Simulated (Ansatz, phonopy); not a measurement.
# Quasi-harmonic thermodynamics of KF (Carobbiite, Fm-3m), part 3 of 3

How much does KF (Carobbiite) expand with temperature?

Measurements to reproduce:
- volume expansion coefficient 104.4 1e-6/K and heat capacity C_P per formula unit 49 J/mol/K near room temperature (given in “High-Throughput Prediction of Finite-Temperature Properties using the Quasi-Harmonic Approximation”, 2016, arXiv:1603.06924)
- volume expansion coefficient 95.1 1e-6/K near room temperature (given in “Descriptors for thermal expansion in solids”, 2017, arXiv:1701.03966)

Ansatz 0.2.0; DFT PBE, scalar-relativistic, plane waves, PAW (the session's first sound run).

So far. Step 4 (Tight relaxation): The residual pressure is 0.0016 GPa, small enough for phonons. Step 5 (A new level, relaxed again): The residual pressure is -0.0098 GPa, small enough for phonons.

In doubt: the dispersion correction can have small steps in the geometry for these elements (step 6), which bears on fits and elastic values.

### Step 6. Phonons on strained cells (continued)

Level of this step: DFT PBE+D3(BJ), scalar-relativistic, plane waves, PAW (Ansatz).

Quasi-harmonic; a, b, c are the run's own cell vectors. Expansion, by row:

```
T (K)  a (Å)  b (Å)  c (Å)  alpha (deg)  beta (deg)  gamma (deg)  cell volume (Å³/cell)  alpha_a (1e-6/K)  alpha_b (1e-6/K)  alpha_c (1e-6/K)  alpha_V (1e-6/K)  C_P (J/mol-atom/K)  C_V (J/mol-atom/K)  S (J/mol-atom/K)  B_T (GPa)  B_S (GPa)  Grueneisen  extrapolation  fit error (1e-6/K)
    0  3.797  3.797  3.797           60          60           60                   38.7                 0                 0                 0                 0                   0                   0                 0      30.99      30.99           -              0                   0
   50  3.797  3.797  3.797           60          60           60                  38.72              8.16              8.16              8.16             24.48               6.971                6.96             2.881      30.86       30.9       1.265              0                0.01
  100    3.8    3.8    3.8           60          60           60                  38.81             23.03             23.03             23.03             69.08               16.62               16.45             11.06       30.2       30.5       1.482              0                0.08
  150  3.805  3.805  3.805           60          60           60                  38.97             30.43             30.43             30.43             91.29               20.93                20.5             18.73      29.33      29.94       1.532              0                0.14
  200  3.812  3.812  3.812           60          60           60                  39.16             34.62             34.62             34.62             103.9               23.03               22.31             25.07      28.39      29.31       1.559              0                0.15
  250  3.819  3.819  3.819           60          60           60                  39.37             37.64             37.64             37.64             112.9               24.27               23.23             30.36      27.41      28.63       1.579              0                 0.1
298.1  3.826  3.826  3.826           60          60           60                  39.59             40.14             40.14             40.14             120.4                25.1               23.74              34.7      26.43      27.95       1.599              0                0.11
  300  3.826  3.826  3.826           60          60           60                   39.6             40.24             40.24             40.24             120.7               25.13               23.75             34.86      26.39      27.92       1.599              0                0.12
  350  3.834  3.834  3.834           60          60           60                  39.85             42.77             42.77             42.77             128.3               25.83               24.08             38.79      25.33      27.17        1.62              0                0.29
  400  3.842  3.842  3.842           60          60           60                  40.12             45.42             45.42             45.42             136.3               26.46               24.29             42.28      24.22      26.39       1.641              0                0.45
  450  3.851  3.851  3.851           60          60           60                   40.4             48.36             48.36             48.36             145.1               27.09               24.44             45.43      23.05      25.56       1.665              0                0.48
  500  3.861  3.861  3.861           60          60           60                   40.7             51.73             51.73             51.73             155.2               27.76               24.54             48.32      21.81      24.67       1.691              0                0.32
  550  3.871  3.871  3.871           60          60           60                  41.03             55.76             55.76             55.76             167.3               28.51               24.62                51      20.48      23.72       1.719              0                0.22
  600  3.883  3.883  3.883           60          60           60                  41.39             60.73             60.73             60.73             182.2               29.41               24.68             53.52      19.05       22.7       1.753              0                0.89
  650  3.895  3.895  3.895           60          60           60                  41.79             67.14             67.14             67.14             201.4               30.52               24.72             55.91      17.47      21.57       1.791              0                1.65
  700  3.909  3.909  3.909           60          60           60                  42.24              75.9              75.9              75.9             227.7               32.01               24.76             58.23      15.71      20.31       1.837              0                1.89
  750  3.925  3.925  3.925           60          60           60                  42.76             88.89             88.89             88.89             266.7               34.19               24.79             60.51      13.68      18.87       1.895              0                0.92
  800  3.945  3.945  3.945           60          60           60                   43.4               111               111               111             333.1               37.86               24.82             62.82      11.24      17.15       1.972              0               25.91
```

The expansion coefficient by temperature; values in 1e-6/K:

```
temperature (K)  volume  principal 1
              0       0            0
             50    24.5         8.16
            100    69.1         23.0
            150    91.3         30.4
            200     104         34.6
            250     113         37.6
            298     120         40.1
            300     121         40.2
            350     128         42.8
            400     136         45.4
            450     145         48.4
            500     155         51.7
            550     167         55.8
            600     182         60.7
            650     201         67.1
            700     228         75.9
            750     267         88.9
            800     333          111
```

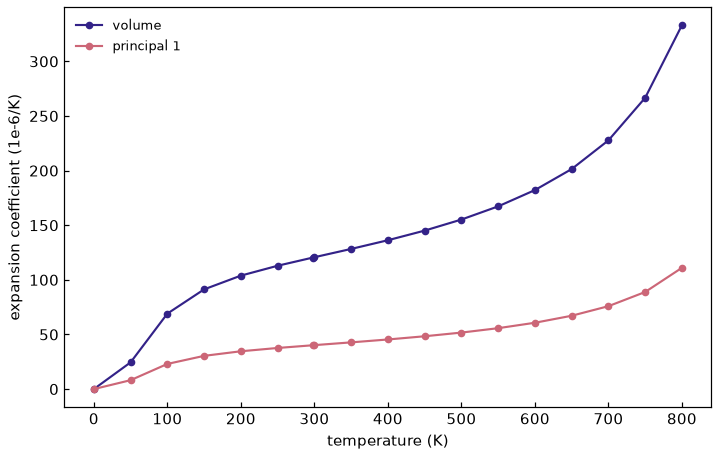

Expansion coefficient against temperature.

At 298 K the volume expansion is 120 × 10⁻⁶/K and B_T is 26.4 GPa. The program raised the cutoff to 487.2 eV by itself: with no cutoff typed, the study takes about 1.16 times the default for its relaxations and scales it with the volume for the phonons.

### Step 7. Quasi-harmonic fit by phonopy

This step: DFT PBE+D3(BJ), scalar-relativistic, plane waves, PAW (phonopy 4.10.0).

This step gave:

```yaml
volume_expansion_coefficient_at_300_k: 120.4 1e-6/K
isothermal_bulk_modulus_at_300_k: 26.4 GPa
c_p_at_300_k: 25.21 J/mol-atom/K
grueneisen_parameter_at_300_k: 1.596
```

Energy (each curve on its own zero) against volume; values in meV/atom:

```
volume (Å³/atom)  static  F at 0 K  F at 300 K  F at 800 K
           19.11       0      2.78        7.95        20.4
           19.40    0.44       2.5        6.52        16.1
           19.63    1.36      2.87        5.94        13.2
           20.16    5.25       5.5        6.33        8.09
           20.70    11.5      10.5        8.89        4.87
           21.26    19.9      17.7        13.4        3.25
           21.84    30.3      26.9        19.7        2.94
```

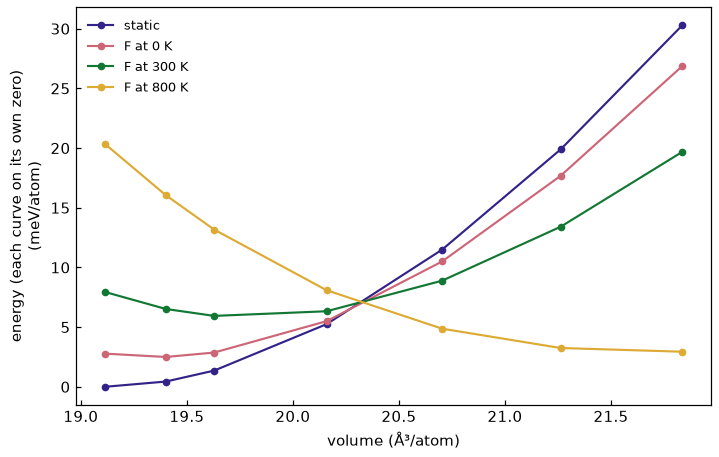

Energy (each curve on its own zero), plotted against volume.

Phonopy-qha, vinet fit of F(V) at each temperature. Qha vinet, by row:

```
T (K)  fitted volume (Å³/atom)  alpha_V (1e-6/K)  B_T (GPa)  C_P (J/mol-atom/K)  Grueneisen
  100                    19.41             65.29       30.2               16.27         1.4
  150                    19.48             89.64      29.36               20.98       1.506
  200                    19.58               103      28.43               23.14       1.549
  250                    19.69             112.4      27.45               24.36       1.574
  300                     19.8             120.4       26.4               25.21       1.596
  350                    19.92             128.3      25.31               25.89       1.618
  400                    20.06             136.6      24.15               26.52       1.641
  450                     20.2             145.9      22.94               27.15       1.666
  500                    20.35             156.7      21.66               27.82       1.694
  550                    20.52             169.3      20.31               28.59       1.727
  600                     20.7             184.7       18.9                29.5       1.763
  650                     20.9             203.8       17.4               30.62       1.805
  700                    21.12             228.2      15.82               32.05       1.854
  750                    21.38             260.2      14.15               33.95       1.912
```

Table of volume expansion coefficient by temperature; values in 1e-6/K:

```
temperature (K)  phonopy-qha, Vinet  Ansatz's own study
            100                65.3                69.1
            150                89.6                91.3
            200                 103                 104
            250                 112                 113
            300                 120                 121
            350                 128                 128
            400                 137                 136
            450                 146                 145
            500                 157                 155
            550                 169                 167
            600                 185                 182
            650                 204                 201
            700                 228                 228
            750                 260                 267
```

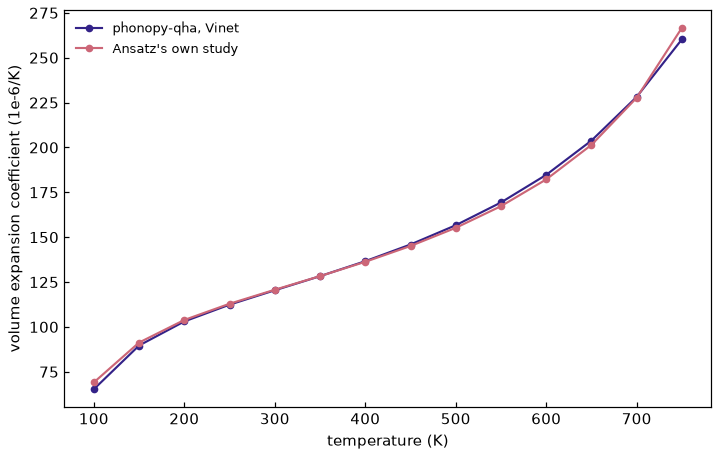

Volume expansion coefficient, plotted against temperature.

The fit gives a volume expansion of 120 × 10⁻⁶/K at 300 K, against 120 at 298 K from the study itself, whose static fit uses more cells.

### Step 8. Results

| Quantity | Value |
| --- | --- |
| settings of these figures | PBE+D3(BJ), 487.2 eV, k 8×8×8, q 4×4×4 |
| volume expansion coefficient at 298 K | 120.4 1e-6/K |
| C_P at 298 K | 25.10 J/mol-atom/K |
| entropy at 298 K | 34.70 J/mol-atom/K |
| isothermal bulk modulus at 298 K | 26.43 GPa |
| Grüneisen parameter at 298 K | 1.599 |
| volume at 298 K | 19.80 Å³/atom |
| principal linear expansion coefficients at 298 K | 40.14, 40.14, 40.14 1e-6/K |

What this shows: Near room temperature KF (Carobbiite) expands by 120 × 10⁻⁶/K in volume by PBE+D3(BJ), with C_P = 25.1 J/(mol K) per mole of atoms and B_T = 26.4 GPa. At some temperatures (first at 800 K) the program's own estimate of the fit error is large against the linear coefficients, so those rows are unreliable. Between 298.15 and 800 K the bulk modulus falls by 57 % and the Grüneisen parameter grows; in this range the quasi-harmonic approximation, which lacks anharmonicity at fixed volume, tends to overshoot. C_P at room temperature is 101 % of the classical 3R an atom; C_V is 95 %, and the rest is expansion work. A measured volume expansion coefficient near room temperature is 104.4 1e-6/K (arXiv:1603.06924); the calculated 120 1e-6/K differs by +15 %. A measured heat capacity per formula unit near room temperature is 49 J/mol/K (arXiv:1603.06924); the calculated 50.2 J/mol/K differs by +2 %. The dispersion term is taken with its C6 weights frozen at the crystal at rest, in the force constants and, in the expansion study, in the energies too.

[Logs are printed without paths, hosts, clocks, repeated set-up lines and the standing remarks that a program may print on its own settings, such as how far it seeks lower states.]

[Hosts, paths, dates, database ids (printed as entryN), source tags and the programs' standing remarks are cut or masked in the printed files.]

[A step with changed settings may run another functional than the one named; its input shows which.]
